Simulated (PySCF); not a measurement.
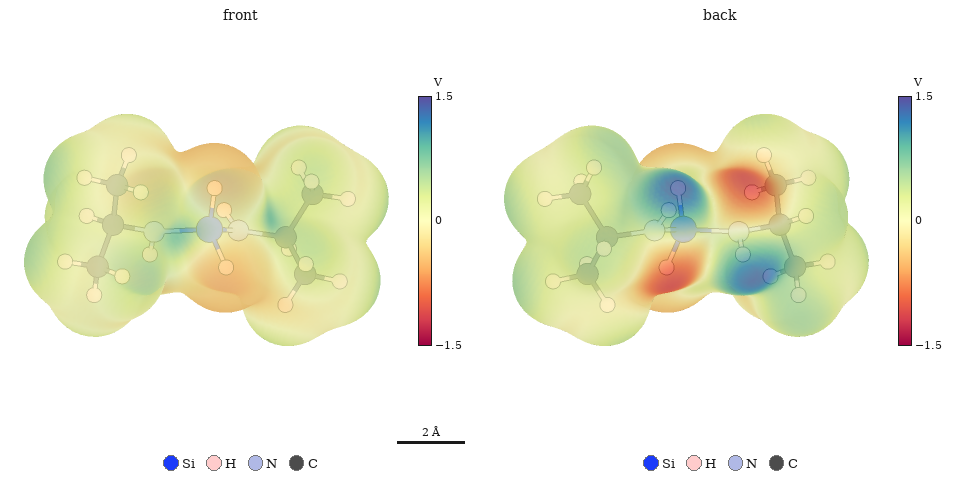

Figure. C6H18N2Si (SiH2(NHiPr)2). The electrostatic potential painted on the density surface at 0.002 e/bohr³, seen from the front and from behind; the colour scale runs from red (negative) to blue (positive).

Geometry: PBE0-D3(BJ)/def2-SVP.

Computed with PBE0/pcSseg-1, SCF density, gas phase, non-relativistic in PySCF.

```xyz
27

Si    0.2713   -0.0054    0.1671
H     0.3995    0.2353    1.6416
H     1.6641   -0.2467   -0.3346
N    -0.4169    1.2750   -0.7809
C     0.1570    2.5446   -1.1958
C     1.6080    2.3907   -1.6267
C     0.0116    3.6253   -0.1257
H    -1.4233    1.3390   -0.6510
H    -0.4065    2.8818   -2.0871
H     2.2573    2.1345   -0.7740
H     1.9811    3.3326   -2.0555
H     1.7125    1.5976   -2.3814
H     0.5850    3.3548    0.7762
H     0.3759    4.6015   -0.4841
H    -1.0420    3.7462    0.1714
N    -0.8761   -1.2879   -0.0584
C    -1.0152   -2.5508    0.6498
C    -0.8223   -2.3801    2.1490
C    -0.0893   -3.6316    0.0943
H    -1.1724   -1.3649   -1.0280
H    -2.0565   -2.8947    0.4993
H     0.2182   -2.1146    2.3957
H    -1.0574   -3.3187    2.6728
H    -1.4757   -1.5878    2.5429
H     0.9658   -3.3529    0.2506
H    -0.2633   -4.6047    0.5813
H    -0.2431   -3.7637   -0.9882
```

> Which sites attract a positive test charge, and which a negative one?

A positive charge is drawn to the negative regions and a negative charge to the positive ones. The most negative region (about −1.1 V) lies over N4 and N16, the most positive (about +1.3 V) over H8 and H20.
